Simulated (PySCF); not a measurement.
# GeH₄S: electronic excitations at several levels of theory, part 2 of 2

PySCF 2.14.0. Atoms count from 0. Earlier steps stand in the parts before.

## Step 10: Excited states and response: PBE0/def2-SVP

Job settings and geometry (Å):

```
{"job": {"kind": "uv", "xc": "PBE0", "basis": "def2-SVP"}, "charge": 0, "multiplicity": 1}
S      1.443236    -1.017681    -0.392483
Ge    -0.589939    -0.145668    -0.103498
H      2.089732     0.074574     0.069925
H     -0.837442     0.171859     1.381949
H     -1.559780    -1.232068    -0.587425
H     -0.756455     1.134272    -0.941925
```

Method: TDDFT PBE0/def2-SVP, vertical, gas phase, core orbitals frozen in the response.

The log of the run:

```text
coarse grid: 23624 points
cycle   1  E = -2476.7914492001  dE = -6.792e-01  |g| = 3.933e-01  |ddm| = 2.225e+00
cycle   2  E = -2476.7825282410  dE =  8.921e-03  |g| = 4.568e-01  |ddm| = 7.776e-01
cycle   3  E = -2476.8174530579  dE = -3.492e-02  |g| = 1.485e-02  |ddm| = 4.470e-01
cycle   4  E = -2476.8175209707  dE = -6.791e-05  |g| = 7.080e-03  |ddm| = 3.141e-02
cycle   5  E = -2476.8175399353  dE = -1.896e-05  |g| = 8.588e-04  |ddm| = 1.065e-02
cycle   6  E = -2476.8175401939  dE = -2.585e-07  |g| = 2.410e-04  |ddm| = 1.375e-03
final grid: 46272 points
cycle   7  E = -2476.8175323700  dE = -5.732e-09  |g| = 2.506e-04  |ddm| = 8.305e-04
cycle   8  E = -2476.8175323671  dE =  2.918e-09  |g| = 2.719e-04  |ddm| = 8.060e-04
cycle   9  E = -2476.8175323923  dE = -2.524e-08  |g| = 2.536e-05  |ddm| = 4.191e-04
cycle  10  E = -2476.8175323924  dE = -8.640e-11  |g| = 2.619e-06  |ddm| = 1.781e-05
converged SCF energy = -2476.8175323924

Static polarisability (au): isotropic 43.844, principal 36.354 41.156 54.023

Singlet excitations
state   eV       nm        f      main configurations
  1   5.9107    209.8   0.01056   H->L 0.96
  2   6.4289    192.9   0.00000   H->L+1 0.93
  3   7.3626    168.4   0.00078   H->L+2 0.99
  4   7.7042    160.9   0.00157   H->L+3 0.76, H-1->L 0.21
  5   7.8236    158.5   0.01128   H->L+4 0.94
  6   8.4136    147.4   0.07355   H-1->L+1 0.45, H-1->L 0.30, H-2->L 0.18
  7   8.5581    144.9   0.00160   H-2->L 0.57, H-1->L+1 0.35
  8   8.8775    139.7   0.00059   H-3->L 0.98
  9   9.2537    134.0   0.13084   H-1->L+2 0.79, H-1->L 0.08
 10   9.3489    132.6   0.51392   H-1->L 0.28, H-2->L 0.21, H-1->L+2 0.18

Triplet excitations (Tamm-Dancoff, eV): 5.3651 5.8439 6.8795 7.2088
```

Run time: 5.5 s. Hardware: 1 thread of Arm Neoverse N1, shared host; peak memory 0.43 GiB.

In short: HOMO -7.18 eV, LUMO 0.28 eV; lowest singlet 5.91 eV.

## Step 11: Ultraviolet spectrum: PBE0/def2-TZVP

Settings changed since step 10:

```diff
@@ -1,2 +1,2 @@
-{"job": {"kind": "uv", "xc": "PBE0", "basis": "def2-SVP"}, "charge": 0, "multiplicity": 1}
+{"job": {"kind": "uv", "xc": "PBE0", "basis": "def2-TZVP"}, "charge": 0, "multiplicity": 1}
 S      1.443236    -1.017681    -0.392483
```

Level: TDDFT PBE0/def2-TZVP, vertical, gas phase, core orbitals frozen in the response.

The log of the run:

```text
coarse grid: 23624 points
cycle   1  E = -2477.1779091617  dE = -6.496e-01  |g| = 6.584e-01  |ddm| = 1.765e+00
cycle   2  E = -2477.1566439778  dE =  2.127e-02  |g| = 7.954e-01  |ddm| = 6.859e-01
cycle   3  E = -2477.2192209707  dE = -6.258e-02  |g| = 2.904e-02  |ddm| = 4.049e-01
cycle   4  E = -2477.2193779474  dE = -1.570e-04  |g| = 1.238e-02  |ddm| = 3.404e-02
cycle   5  E = -2477.2194271311  dE = -4.918e-05  |g| = 2.195e-03  |ddm| = 1.355e-02
cycle   6  E = -2477.2194285857  dE = -1.455e-06  |g| = 2.833e-04  |ddm| = 1.888e-03
final grid: 46272 points
cycle   7  E = -2477.2194485863  dE = -1.252e-08  |g| = 2.779e-04  |ddm| = 6.704e-04
cycle   8  E = -2477.2194485839  dE =  2.351e-09  |g| = 3.230e-04  |ddm| = 4.439e-04
cycle   9  E = -2477.2194486082  dE = -2.428e-08  |g| = 3.376e-05  |ddm| = 2.268e-04
cycle  10  E = -2477.2194486084  dE = -1.892e-10  |g| = 4.436e-06  |ddm| = 2.361e-05
converged SCF energy = -2477.2194486084

Static polarisability (au): isotropic 50.694, principal 42.741 46.350 62.991

Singlet excitations
state   eV       nm        f      main configurations
  1   5.6914    217.8   0.01410   H->L 0.93
  2   6.1341    202.1   0.00601   H->L+1 0.91
  3   7.2089    172.0   0.00000   H->L+2 0.92
  4   7.4692    166.0   0.00968   H->L+3 0.90
  5   7.5160    165.0   0.00202   H->L+4 0.75, H-1->L 0.23
  6   8.0842    153.4   0.03978   H-1->L+1 0.90
  7   8.2931    149.5   0.08210   H-2->L 0.60, H-1->L 0.20, H->L+4 0.09
  8   8.6799    142.8   0.00611   H-3->L 0.94
  9   8.7222    142.1   0.51587   H-1->L 0.39, H-2->L 0.31, H->L+4 0.12
 10   8.9599    138.4   0.08873   H-2->L+1 0.78, H-1->L+2 0.13

Triplet excitations (Tamm-Dancoff, eV): 5.1871 5.5773 6.6201 7.0470
```

It took 9.7 s on 1 thread of Arm Neoverse N1, shared host; peak memory 0.44 GiB.

Key values: HOMO -7.32 eV, LUMO -0.04 eV; lowest singlet 5.69 eV.

## Step 12: Side by side: electronic excitations

Excitations and ground-state properties, with basis size and wall time:

| run | lowest singlet (eV) | brightest (eV) | f | gap (eV) | α (Å³) | μ (D) | functions | time |
| --- | --- | --- | --- | --- | --- | --- | --- | --- |
| PBE/def2-SVPD | 5.14 | 7.42 | 0.121 | 4.96 | 8.46 | 1.27 | 97 | 17 s |
| B3LYP/def2-SVPD | 5.39 | 7.78 | 0.289 | 6.47 | 8.28 | 1.30 | 97 | 14 s |
| PBE0/def2-SVPD | 5.58 | 8.00 | 0.202 | 7.00 | 8.18 | 1.36 | 97 | 14 s |
| BHandHLYP/def2-SVPD | 5.84 | 8.31 | 0.349 | 8.77 | 8.00 | 1.38 | 97 | 14 s |
| CAM-B3LYP/def2-SVPD | 5.67 | 8.11 | 0.304 | 9.11 | 8.16 | 1.37 | 97 | 17 s |
| wB97X-D/def2-SVPD | 5.78 | 8.25 | 0.219 | 10.45 | 8.11 | 1.43 | 97 | 16 s |
| LC-wPBE/def2-SVPD | 6.00 | 8.61 | 0.218 | 11.56 | 7.93 | 1.48 | 97 | 21 s |
| PBE0/6-31G* | 5.69 | 9.14 | 0.634 | 7.17 | 6.26 | 1.65 | 58 | 4.8 s |
| PBE0/def2-SVP | 5.91 | 9.35 | 0.514 | 7.46 | 6.50 | 1.39 | 70 | 5.5 s |
| PBE0/def2-TZVP | 5.69 | 8.72 | 0.516 | 7.28 | 7.51 | 1.30 | 109 | 9.7 s |

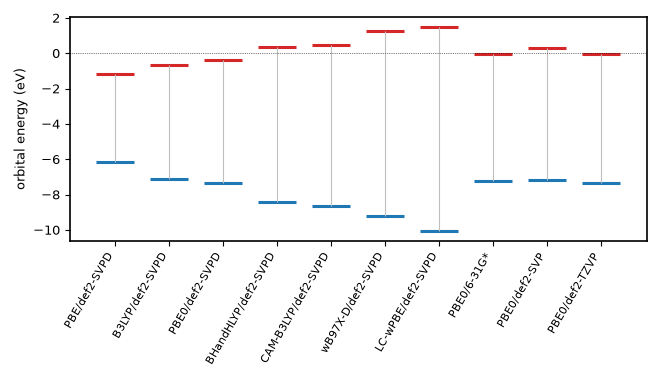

HOMO (blue) and LUMO (red) run by run.

## Step 13: Results

The summary covers parts 1 to 2.

| quantity | value |
| --- | --- |
| lowest singlet (PBE/def2-SVPD) | 5.14 eV (241 nm), f = 0.015 |
| brightest single state of those computed | state 9, 7.42 eV, f = 0.121 |
| lowest triplet | 4.73 eV |
| vertical ionisation energy (ΔSCF) | 9.52 eV |
| range of the lowest singlet | 5.14 to 6.00 eV |

In words: Single values in the summary come from the first run of each kind that ended normally (PBE/def2-SVPD), which need not be the best level. The first singlet state (HOMO→LUMO 0.99) lies at 5.14 eV and is weak; of the 10 states computed, the strongest absorption comes from state 9 at 7.42 eV (the last state computed is bright too, and its partners may lie past the list). The lowest triplet lies 0.41 eV below the lowest singlet (triplets in Tamm-Dancoff, singlets in full TDDFT). The orbital energy would give 6.14 eV for ionisation, ΔSCF gives 9.52 eV. The lowest singlet runs from 5.14 eV (PBE/def2-SVPD) to 6.00 eV (LC-wPBE/def2-SVPD), while the orbital gap spans 4.96 to 11.56 eV. The lowest state need not be the same one in every run. The runs solved for a few states only, so the brightest column depends on that window.
